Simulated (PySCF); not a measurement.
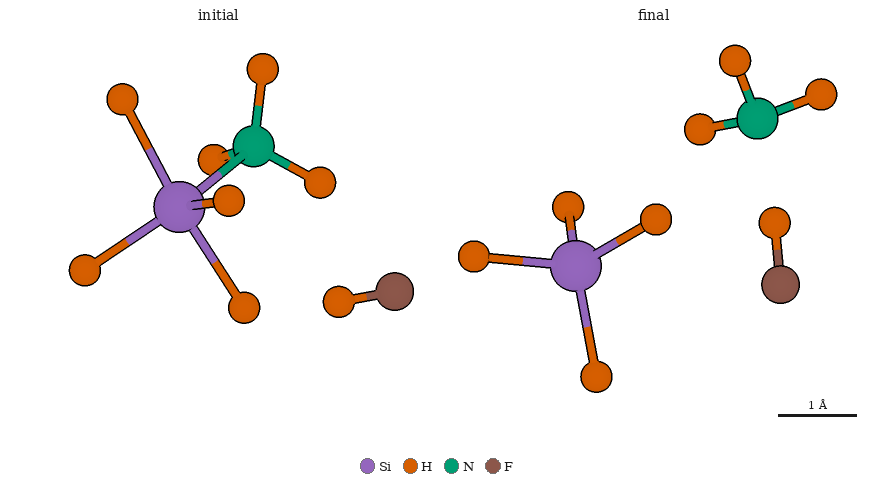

The structure of SiNH8F (started from a transition state, displaced along its imaginary mode) before (left) and after (right) a relaxation, at one scale.

Style: ball-and-stick. Shown from a free direction.

Method: PySCF, RKS PBE0-D4/def2-TZVP, density fitting. 

Q: Summarise the run.

A: The atom that moves furthest after the best rigid fit is an H atom (1.80 Å). Largest moves by element: H 1.80 Å, N 1.16 Å, Si 1.11 Å, F 0.74 Å. Some distances before and after: N–Si 1.960 → 4.125 Å, F–H 0.763 → 0.968 Å, H–Si 1.591 → 1.480 Å, H–Si 1.575 → 1.487 Å. Bonds break, among them: N–Si (1.96 → 4.13 Å). Among the angles between lasting bonds that change: H–Si–H 167.8° → 110.8°, H–Si–H 86.0° → 108.7°, H–Si–H 91.1° → 111.9°. The energy falls by 68.1 kcal/mol in 81 geometry steps. Cost: 10 min on 4 threads of Arm Neoverse V2 (shared host).
